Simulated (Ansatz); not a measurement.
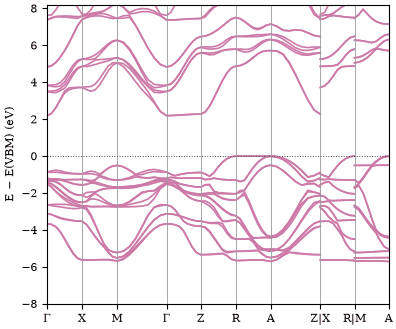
Band structure from PBEsol with spin–orbit coupling in the plane-wave PAW code Ansatz

**Question.** Read off the gap and where the band edges lie.

**Answer.** About 2.2 eV (2.19 eV by a search for the band edges); maximum at A, minimum at Γ.

The material is LiTaO3 in space group P4mm (No. 99; Ta on 1b, Li on 1a, O on 1b, O on 2c).

The start of the workflow was typed in or built on a structure type; neither database checked (COD, Materials Project) lists it. It is not the phase usual at ambient conditions (space group No. 161). The cell was relaxed with PBEsol under the symmetry of its start. At this level the phase is dynamically unstable (imaginary phonons). No spin polarisation was allowed.

Potentials: the later of the program's two PAW sets.
